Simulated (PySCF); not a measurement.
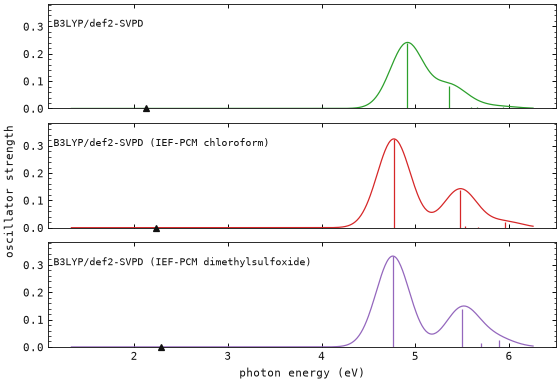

Vertical TDDFT spectra of C₅H₉FSe, SMILES CC(=[Se])C[C@H](C)F at one geometry and several levels (PySCF 2.14.0, at a PBE0-D3(BJ)/def2-SVP geometry (no frequency check)); sticks with Gaussians of 1/e half-width 0.25 eV, the triangle marks S1, which has the same leading orbital pair at all these levels. Only the lowest states were computed, so the high end is incomplete. States within 0.01 eV of each other are merged, with their strengths summed. The highest state may be half of a pair whose partner wasn't computed.

Question: How far does S1 move with the level of theory?

Answer: From lowest to highest: B3LYP/def2-SVPD 2.13 eV, B3LYP/def2-SVPD (IEF-PCM chloroform) 2.23 eV, B3LYP/def2-SVPD (IEF-PCM dimethylsulfoxide) 2.29 eV; a spread of 0.16 eV.

Limits of at least one run: core orbitals are frozen in the response; one conformer of a flexible molecule; spin-orbit coupling is left out, and with Se it can shift these levels and split any degenerate set; states above the negative HOMO energy depend on the basis.
